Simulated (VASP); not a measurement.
Band structure of Fe (space group Im-3m). Computed with PBE GGA, VASP's PBE PAW potentials (set 64) (plane waves; VASP).

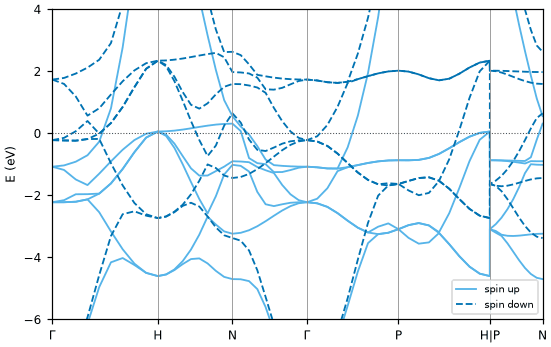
Figure: Bands along high-symmetry lines, zero at the valence-band maximum or, without a gap, the Fermi level

Problem. Read the plot: is there a gap, and where are the band edges?

Solution. It has no gap at this level: it comes out as a metal or semimetal.

The structure is a typed Fe crystal (Im-3m). The cell was not relaxed at this level.
